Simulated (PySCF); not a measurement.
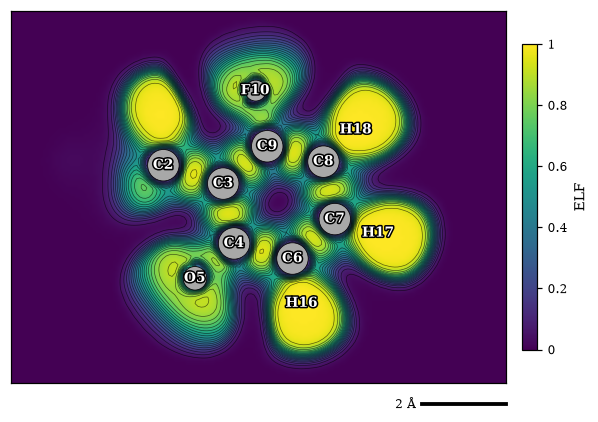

The picture shows: C8H8FO (charge −1). ELF on the plane of atoms C6, C7 and H17. Grey discs cover the atomic cores.

Geometry: PBE0-D3(BJ)/def2-SVP.

Computed with PBE0/pcSseg-1, SCF density, gas phase, non-relativistic in PySCF 2.14.0.

```xyz
18

C    -2.6800    0.2605    0.5106
C    -1.8265   -0.5108   -0.4943
C    -0.3628   -0.4402   -0.1810
C     0.3167    0.8226   -0.4396
O    -0.2968    1.8108   -0.9125
C     1.7242    0.8308   -0.1138
C     2.3730   -0.2740    0.4137
C     1.7002   -1.4790    0.6609
C     0.3389   -1.5056    0.3507
F    -0.3278   -2.6692    0.5875
H    -3.7516    0.2448    0.2418
H    -2.5751   -0.1606    1.5240
H    -2.3369    1.3056    0.5269
H    -1.9752   -0.0480   -1.4858
H    -2.1556   -1.5612   -0.5511
H     2.2618    1.7660   -0.2990
H     3.4429   -0.2081    0.6465
H     2.1878   -2.3626    1.0758
```

**Describe what can be read from this map.**

- Atoms in the plane: C, O, F and H.
- C–O (1.26 Å): the ELF peaks at about 0.85 between the atoms (a short, strongly polar bond).
- C–F (1.36 Å): the ELF peaks at about 0.85 between the atoms, as expected for a shared but strongly polarised pair.
- C–C (1.38 Å): the ELF peaks at about 0.95 between the atoms, as expected for localised, covalent bonding.
- C–H (1.09 Å): the ELF climbs to about 1 towards the hydrogen, as it does in any bond to H: an ordinary covalent bond to hydrogen.
- C–C (1.44 Å): the ELF peaks at about 0.95 between the atoms; a covalent bond.
- The ELF also peaks beside O5 and F10, away from the bonds: lone-pair regions.
